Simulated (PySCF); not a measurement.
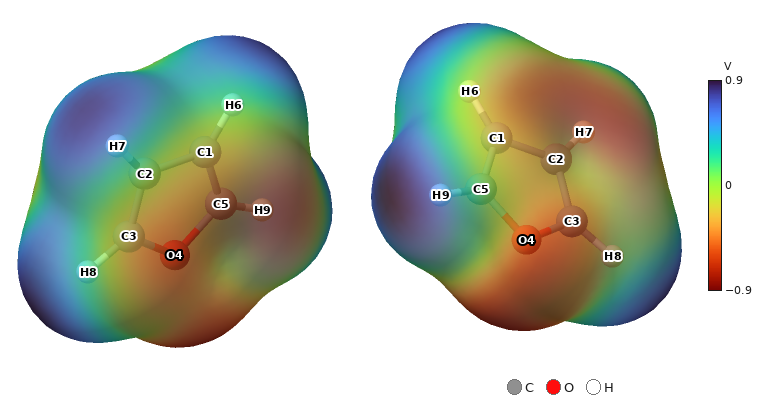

Figure. C4H4O, SMILES `c1ccoc1`. Electrostatic potential on the surface of electron density 0.001 a.u. (back view left, front view right).

Method: B3LYP/6-311+G**; geometry: GFN2-xTB; program: PySCF. No frequency check shows the geometry to be a minimum.

Input

```python
import numpy as np
from pyscf import gto, scf, dft
from pyscf.scf import atom_ks, atom_hf
from scipy.linalg import block_diag

def solve(mol, dm0=None, hcore=None):
    mf = (dft.UKS if mol.spin else dft.RKS)(mol, xc='b3lyp')
    mf.grids.level = 3
    mf = mf.density_fit(auxbasis='def2-universal-jkfit')
    mf.conv_tol, mf.max_cycle = 1e-8, 80
    if hcore is not None:
        mf.get_hcore = lambda *args: hcore
    mf.kernel(dm0)
    if not mf.converged:
        mf = mf.newton().run(mf.mo_coeff, mf.mo_occ, max_cycle=30)
    assert mf.converged, 'SCF not converged'
    return mf

mol = gto.M(atom='''
C      0.71796    -0.94871     0.00000
C     -0.69887    -0.96251     0.00000
C     -1.08247     0.34192     0.00000
O     -0.01206     1.15091     0.00000
C      1.07609     0.36294     0.00000
H      1.37109    -1.79687     0.00000
H     -1.33535    -1.82322     0.00000
H     -2.04894     0.80560     0.00000
H      2.03335     0.84534     0.00000
''', basis='6-311+g**', charge=0, spin=0, verbose=4)
mf = solve(mol)
mf.analyze()
# spherically averaged free atoms, for the promolecule
atm = atom_ks.get_atm_nrks(mol, xc='b3lyp')
pro = block_diag(*[(atm[a[0]][2] * atm[a[0]][3]) @ atm[a[0]][2].T for a in mol._atom])
np.savez('result.npz', e=mf.e_tot, c=mf.mo_coeff, occ=mf.mo_occ, eps=mf.mo_energy, pro=pro, dip=mf.dip_moment(verbose=0), s2=mf.spin_square()[0])
```

Command:

```sh
OMP_NUM_THREADS=1 python input.py
```

The run took 6.7 s on 1 thread of Intel(R) Xeon(R) 6975P-C (Granite Rapids), with other jobs on the host, peak memory 0.51 GiB.

Partitions, critical points and surface values were worked out afterwards from this run's density.

> Where are the extremes of the potential on the surface?

Highest: 0.89 V, 1.3 Å from H9, and at like points elsewhere. Further maxima include 0.78 V, 1.3 Å from H7, and at like points elsewhere; −0.23 V, off the molecular plane, over O4 (1.9 Å). Lowest: −0.86 V, 1.8 Å from O4. Further minima include −0.57 V, off the molecular plane, over C2 (2.1 Å), and at like points elsewhere. The surface is sampled at points, so like sites can differ by a few per cent and only the strongest of them is named.

> What volume does the surface enclose, and what is the dipole moment?

About 92 Å³; the dipole moment is 0.7 D.
